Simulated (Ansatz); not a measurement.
**F on a Mo(111) slab cut from the Im-3m phase: a probe moved over the surface at fixed height**

How does the energy of F on a Mo(111) slab cut from the Im-3m phase (6 atoms of substrate and one adsorbate in a 1 × 1 cell) change over two coordinates at once? A grid of runs gives the map.

The COD entry's cell or inner coordinates are ideal or old and differ from later refinements, so a difference from it is no clean test against experiment.

Method: DFT PBE+D3(BJ), scalar-relativistic, plane waves, PAW, in Ansatz 0.2.0.

6 further runs of the same task are left out: 6 set aside as unsound or not needed.

**1. The system as given**

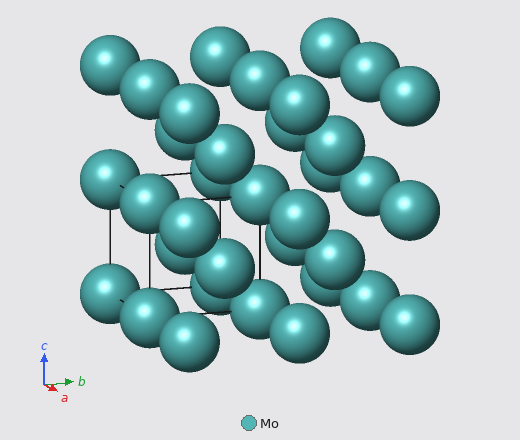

The starting structure, seen slightly off an axis (molybdenum teal). 2×2×2 cells are drawn. Atoms on the faces are drawn again on the opposite ones. The cell drawn here is the conventional one.

As a file:

```
CELL_PARAMETERS angstrom
-1.56513 1.56513 1.56513
1.56513 -1.56513 1.56513
1.56513 1.56513 -1.56513
ATOMIC_POSITIONS crystal
Mo 0.00000 0.00000 0.00000
```

It is the result of an earlier relaxation at this level (volume 15.34 Å³/atom; gap on the mesh: none (metal)).

**2. The grid**

Atoms count from 1 in the order of the input.

F is moved over the surface cell at a fixed height above a rigid substrate; the origin of the map has the adsorbate above Mo6; the height is held at 3.10 Å.

- position of F7 along the first surface vector, from above Mo6: 9 values from 0.000 to 0.889, periodic
- position of F7 along the second surface vector, from above Mo6: 9 values from 0.000 to 0.889, periodic

Nothing else is relaxed. Points are written as (first, second).

The two vectors of the plane (Å): (4.427, 0.000, 0.000); (-2.213, 3.834, 0.000).

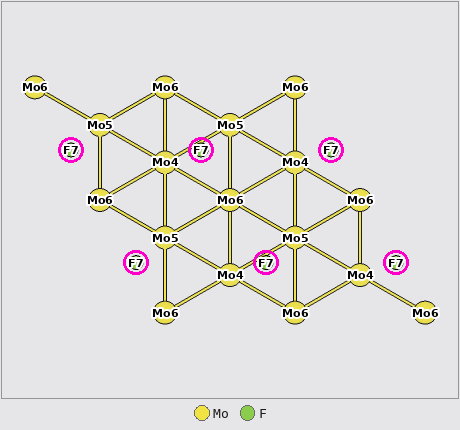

The geometry at (0/9, 4/9) of the map's two axes. Rings mark the moved atoms.

Of the runs on the grid, 8 are shown in the steps below; the others differ only in the two coordinates.

**3. Grid point (0/9, 0/9) of the map's two axes**

The cell repeats along c, and a dipole correction in the vacuum removes the field between the copies.

Contents of input.yaml:

```yaml
crystal:
  lattice:
    - [4.4268425262, 0.0, 0.0]
    - [-2.2134212631, 3.8337580862, 0.0]
    - [0.0, 0.0, 21.6689391331]
  atoms:
    - { symbol: Mo, position: [0.6666666667, 0.3333333333, 0.1845960236] }
    - { symbol: Mo, position: [0.3333333333, 0.6666666667, 0.2262974396] }
    - { symbol: Mo, position: [0.0, 0.0, 0.2679988557] }
    - { symbol: Mo, position: [0.6666666667, 0.3333333333, 0.3077476805] }
    - { symbol: Mo, position: [0.3333333333, 0.6666666667, 0.344966729] }
    - { symbol: Mo, position: [0.0, 0.0, 0.3816033209] }
    - { symbol: F, position: [0.0, 0.0, 0.5246652392] }
basis:
  ecutwfc: 420
kpoints:
  mp_grid: { grid: [6, 6, 1] }
hamiltonian:
  xc: pbe
  pseudopotentials: { kind: paw, azcp: { folder: soft_1 } }
  dispersion: d3bj
scf:
  occupations: { method: gaussian, width: 0.1 }
output:
  forces: true
  eigenvalues: true
efield:
  axis: 3
  dipole_correction: true
  ramp_width: 0.04
```

Command:

```
$ ansatz run input.yaml --threads 1 --pin off --max-ram 3072MiB --backend cpu --events-out ev --progress --plain --runs-dir out
```

The program printed, shortened:

```text
Warning: RAYON_NUM_THREADS=1 ignored (pool sized by the plan → 1); use --threads N
[...]
Pseudopotentials: kind: paw
Pseudopotential: Mo, paw, valence charge 14, recommended cutoff 420 eV (normal), <dir>
Pseudopotential: F, paw, valence charge 7, recommended cutoff 420 eV (normal), <dir>
Functional definition: PBE
[...]
Crystal: 7 atoms, lattice volume = 367.753 Å³
Basis set: ecut = 420 eV, 7219 PW (Γ), exchange–correlation on 60×60×300 points (8 copies of the dense FFT grid, shifted against one another)
Bands: 55, of which v1, the nominal top of the filled ones, is band 46 counted from 1 (45 counted from 0)
Symmetry: 6 space group operations
Space group: P3m1 (ITA 156), of the structure as read, at distance tolerance 7.2e-5 Å
k-points: 7 of 36 (time reversal used)
[...]
SCF iter   1: F=—  HF=-30547.237116 eV  |F-HF|=—  |Δ(HF+E_count)|=         —  Δρ=6.87e-2  dr2=4.52e1  ethr=3.10e-3  p=0.000 e·Å  D=9.27e-7 V/Å  ΔV_dip=-0.00 eV  dr2_dipole=9.45e0  V_vac-E_F(+/−)=6.19/6.19 eV  ⟨swp⟩=9.3  Hψ=1845  notcnv=0
[...]
SCF iter  22: F=-30538.209274 eV  HF=-30538.209274 eV  |F-HF|=6.85e-9  |Δ(HF+E_count)|=   1.72e-8  Δρ=4.65e-7  dr2=2.73e-9  ethr=1.10e-10  p=-0.638 e·Å  D=-3.14e-1 V/Å  ΔV_dip=6.81 eV  dr2_dipole=1.08e-10  V_vac-E_F(+/−)=10.34/3.54 eV  ⟨swp⟩=17.3  Hψ=2115  notcnv=0
WARN: dispersion: an atom stands within reach of a switch of its C6 between two reference coordination numbers of its element: through that C6 alone, e_disp changes by 0.025 eV or more while the distances to its neighbours run over a stretch of 0.05 Å that contains this geometry (sites [...]
SCF converged after 22 iterations
Free energy (F): -30538.209274 eV
[...]
E sigma→0 (E₀):  -30538.174313 eV
Entropy (-TS):   -0.069923 eV (-9.989 meV/atom)
Fermi energy:    0.406172 eV
Dipole field:    D = -0.314056 V/Å  (p = -0.638267 e·Å, saw-weighted, corrected)
Work function:   Φ+ = 10.3412 eV   Φ− = 3.5359 eV
Levels:          The Fermi level and band energies are counted from a zero that moves with the ramp; work functions are not
[...]
--- Forces (eV/Å), atoms counted from 1 ---
  atom   1  Mo     0.00000000    -0.00000000     1.45416657
  atom   2  Mo     0.00000000     0.00000000    -0.14259810
  atom   3  Mo    -0.00000000    -0.00000000    -1.49182204
  atom   4  Mo    -0.00000000    -0.00000000    -0.53629429
  atom   5  Mo     0.00000000    -0.00000000     0.01293348
  atom   6  Mo     0.00000000     0.00000000     2.63532941
  atom   7  F     -0.00000000     0.00000000    -1.93170062
[...]
--- Band table (eV; the first three rows and the last of 7) ---
[...]
```

Wall time 11 s (1 thread of Intel Xeon 6975P-C (Granite Rapids), shared host); peak memory 0.54 GiB.

From the log: work function 10.34 eV (top face), 3.54 eV (bottom face); dipole along +c -0.638 e·Å per cell.

**4. Grid point (0/9, 4/9) of the map's two axes**

input.yaml: that of step 3 with these lines changed.

```diff
@@ -12,3 +12,3 @@
     - { symbol: Mo, position: [0.0, 0.0, 0.3816033209] }
-    - { symbol: F, position: [0.0, 0.0, 0.5246652392] }
+    - { symbol: F, position: [0.0, 0.4444444444, 0.5246652392] }
 basis:
```

Command:

```
$ ansatz run input.yaml --threads 1 --pin off --max-ram 3072MiB --backend cpu --events-out ev --progress --plain --runs-dir out
```

The program printed, shortened:

```text
Warning: RAYON_NUM_THREADS=1 ignored (pool sized by the plan → 1); use --threads N
[...]
Pseudopotentials: kind: paw
Pseudopotential: Mo, paw, valence charge 14, recommended cutoff 420 eV (normal), <dir>
Pseudopotential: F, paw, valence charge 7, recommended cutoff 420 eV (normal), <dir>
Functional definition: PBE
[...]
Crystal: 7 atoms, lattice volume = 367.753 Å³
Basis set: ecut = 420 eV, 7219 PW (Γ), exchange–correlation on 60×60×300 points (8 copies of the dense FFT grid, shifted against one another)
Bands: 55, of which v1, the nominal top of the filled ones, is band 46 counted from 1 (45 counted from 0)
Symmetry: 1 space group operations
Space group: P1 (ITA 1), of the structure as read, at distance tolerance 7.2e-5 Å
k-points: 20 of 36 (time reversal used)
[...]
SCF iter   1: F=—  HF=-30547.146916 eV  |F-HF|=—  |Δ(HF+E_count)|=         —  Δρ=6.92e-2  dr2=4.59e1  ethr=3.10e-3  p=0.000 e·Å  D=9.27e-7 V/Å  ΔV_dip=-0.00 eV  dr2_dipole=9.57e0  V_vac-E_F(+/−)=6.19/6.19 eV  ⟨swp⟩=9.8  Hψ=5398  notcnv=0
[...]
WARN: dispersion: an atom stands within reach of a switch of its C6 between two reference coordination numbers of its element: through that C6 alone, e_disp changes by 0.025 eV or more while the distances to its neighbours run over a stretch of 0.05 Å that contains this geometry (sites [...]
SCF converged after 23 iterations
Free energy (F): -30537.901831 eV
[...]
E sigma→0 (E₀):  -30537.863798 eV
Entropy (-TS):   -0.076066 eV (-10.867 meV/atom)
Fermi energy:    0.465937 eV
Dipole field:    D = -0.306261 V/Å  (p = -0.622424 e·Å, saw-weighted, corrected)
Work function:   Φ+ = 10.1978 eV   Φ− = 3.5614 eV
Levels:          The Fermi level and band energies are counted from a zero that moves with the ramp; work functions are not
[...]
--- Forces (eV/Å), atoms counted from 1 ---
  atom   1  Mo     0.00105140     0.00151328     1.45446127
  atom   2  Mo     0.00152168    -0.00389316    -0.18527345
  atom   3  Mo    -0.02799370    -0.00563645    -1.28072902
  atom   4  Mo     0.01410898    -0.00551065    -0.45657277
  atom   5  Mo    -0.01477089    -0.02050822     0.03490187
  atom   6  Mo    -0.06765292     0.06459718     1.71062619
  atom   7  F      0.09373161    -0.03056551    -1.27728564
[...]
--- Band table (eV; the first three rows and the last of 20) ---
[...]
```

It took 32 s on 1 thread of Intel Xeon 6975P-C (Granite Rapids), shared host; peak memory 0.68 GiB.

Read from this run: work function 10.20 eV (top face), 3.56 eV (bottom face); dipole along +c -0.622 e·Å per cell.

**5. The run at (2/9, 4/9) of the map's two axes**

input.yaml: that of step 4 with these lines changed.

```diff
@@ -12,3 +12,3 @@
     - { symbol: Mo, position: [0.0, 0.0, 0.3816033209] }
-    - { symbol: F, position: [0.0, 0.4444444444, 0.5246652392] }
+    - { symbol: F, position: [0.2222222222, 0.4444444444, 0.5246652392] }
 basis:
```

Command:

```
$ ansatz run input.yaml --threads 1 --pin off --max-ram 3072MiB --backend cpu --events-out ev --progress --plain --runs-dir out
```

The program printed, shortened:

```text
[...]
SCF converged after 25 iterations
Free energy (F): -30537.959241 eV
[...]
E sigma→0 (E₀):  -30537.922003 eV
Entropy (-TS):   -0.074476 eV (-10.639 meV/atom)
Fermi energy:    0.466494 eV
Dipole field:    D = -0.306631 V/Å  (p = -0.623177 e·Å, saw-weighted, corrected)
Work function:   Φ+ = 10.1979 eV   Φ− = 3.5535 eV
Levels:          The Fermi level and band energies are counted from a zero that moves with the ramp; work functions are not
[...]
--- Forces (eV/Å), atoms counted from 1 ---
  atom   1  Mo     0.00000000     0.00327188     1.45628718
  atom   2  Mo     0.00000000    -0.01094975    -0.19876354
  atom   3  Mo     0.00000000     0.00662444    -1.29053881
  atom   4  Mo     0.00000000    -0.02563309    -0.45569418
  atom   5  Mo     0.00000000    -0.03138404     0.09844551
  atom   6  Mo     0.00000000     0.17977398     1.78072106
  atom   7  F      0.00000000    -0.12169313    -1.39042440
[...]
--- Band table (eV; the first three rows and the last of 13) ---
[...]
```

It took 23 s on 1 thread of Intel Xeon 6975P-C (Granite Rapids), shared host; peak memory 0.61 GiB.

From the log: work function 10.20 eV (top face), 3.55 eV (bottom face); dipole along +c -0.623 e·Å per cell.

**6. The run at (2/9, 6/9) of the map's two axes**

input.yaml: that of step 5 with these lines changed.

```diff
@@ -12,3 +12,3 @@
     - { symbol: Mo, position: [0.0, 0.0, 0.3816033209] }
-    - { symbol: F, position: [0.2222222222, 0.4444444444, 0.5246652392] }
+    - { symbol: F, position: [0.2222222222, 0.6666666667, 0.5246652392] }
 basis:
```

Command:

```
$ ansatz run input.yaml --threads 1 --pin off --max-ram 3072MiB --backend cpu --events-out ev --progress --plain --runs-dir out
```

The program printed, shortened:

```text
[...]
SCF converged after 24 iterations
Free energy (F): -30537.922301 eV
[...]
E sigma→0 (E₀):  -30537.884994 eV
Entropy (-TS):   -0.074615 eV (-10.659 meV/atom)
Fermi energy:    0.475154 eV
Dipole field:    D = -0.305386 V/Å  (p = -0.620647 e·Å, saw-weighted, corrected)
Work function:   Φ+ = 10.1753 eV   Φ− = 3.5578 eV
Levels:          The Fermi level and band energies are counted from a zero that moves with the ramp; work functions are not
[...]
--- Forces (eV/Å), atoms counted from 1 ---
  atom   1  Mo     0.00159738    -0.00022430     1.45732934
  atom   2  Mo    -0.00350155     0.00203937    -0.21307555
  atom   3  Mo    -0.00524421    -0.00515828    -1.26014480
  atom   4  Mo    -0.00913439     0.00497309    -0.44223944
  atom   5  Mo    -0.02141682     0.00094080     0.13513737
  atom   6  Mo     0.06695291    -0.03182512     1.63987411
  atom   7  F     -0.02925096     0.02925659    -1.31685271
[...]
--- Band table (eV; the first three rows and the last of 20) ---
[...]
```

It took 32 s on 1 thread of Intel Xeon 6975P-C (Granite Rapids), shared host; peak memory 0.67 GiB.

Read from this run: work function 10.18 eV (top face), 3.56 eV (bottom face); dipole along +c -0.621 e·Å per cell.

(Part 1 of 2 ends here.)
